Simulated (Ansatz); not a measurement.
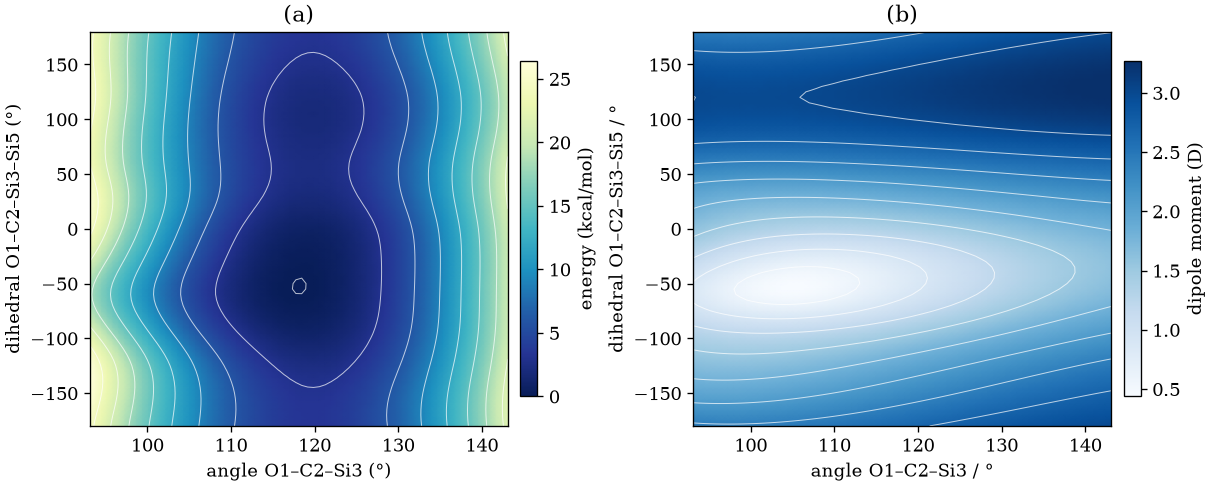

CH5FOSi2, SMILES O=C[SiH](F)[SiH3]. Coordinates scanned: (1) angle O1–C2–Si3; (2) dihedral O1–C2–Si3–Si5. Nothing is relaxed (all other coordinates rigid). The grid has 11 × 12 points. Points are written as (first, second). Energies are in kcal/mol, from the lowest grid point. The calculation used Ansatz 0.2.0, RKS PBE0-D4/def2-SVP.

Panel (a) is the energy; panel (b) is the computed dipole moment, in D.

In the figure: a smooth colour map with a few white contour lines. Between grid points the surface is interpolated.

**How does the dipole moment vary over the map, and what is it at the lowest grid point?**

Leaving out the highest fifth of the energies, it runs from 0.47 D at (103.1°, −60°) to 3.25 D at (138.1°, 120°). At the lowest grid point, (118.1°, −60°), it is 0.85 D.

| dihedral O1–C2–Si3–Si5 ↓, angle O1–C2–Si3 → | 93.1 | 98.1 | 103.1 | 108.1 | 113.1 | 118.1 | 123.1 | 128.1 | 133.1 | 138.1 | 143.1 |
| --- | --- | --- | --- | --- | --- | --- | --- | --- | --- | --- | --- |
| 150 | 2.85 | 2.83 | 2.84 | 2.87 | 2.92 | 2.98 | 3.04 | 3.09 | 3.15 | 3.19 | 3.22 |
| 120 | 3.00 | 2.98 | 2.99 | 3.01 | 3.05 | 3.09 | 3.13 | 3.17 | 3.21 | 3.25 | 3.27 |
| 90 | 2.86 | 2.83 | 2.83 | 2.84 | 2.87 | 2.90 | 2.94 | 2.97 | 3.01 | 3.04 | 3.05 |
| 60 | 2.41 | 2.38 | 2.37 | 2.38 | 2.41 | 2.45 | 2.49 | 2.54 | 2.58 | 2.62 | 2.64 |
| 30 | 1.93 | 1.86 | 1.82 | 1.83 | 1.85 | 1.90 | 1.96 | 2.02 | 2.09 | 2.14 | 2.19 |
| 0 | 1.60 | 1.43 | 1.33 | 1.30 | 1.32 | 1.37 | 1.46 | 1.55 | 1.65 | 1.74 | 1.81 |
| −30 | 1.15 | 0.89 | 0.72 | 0.68 | 0.74 | 0.87 | 1.03 | 1.20 | 1.36 | 1.49 | 1.61 |
| −60 | 0.85 | 0.60 | 0.47 | 0.51 | 0.66 | 0.85 | 1.05 | 1.24 | 1.42 | 1.57 | 1.70 |
| −90 | 1.22 | 1.11 | 1.09 | 1.13 | 1.23 | 1.36 | 1.50 | 1.65 | 1.79 | 1.92 | 2.03 |
| −120 | 1.61 | 1.57 | 1.60 | 1.66 | 1.75 | 1.86 | 1.98 | 2.10 | 2.21 | 2.32 | 2.41 |
| −150 | 1.97 | 1.96 | 2.00 | 2.07 | 2.16 | 2.26 | 2.36 | 2.47 | 2.56 | 2.65 | 2.72 |
| −180 | 2.44 | 2.43 | 2.45 | 2.50 | 2.57 | 2.65 | 2.73 | 2.81 | 2.88 | 2.94 | 2.99 |
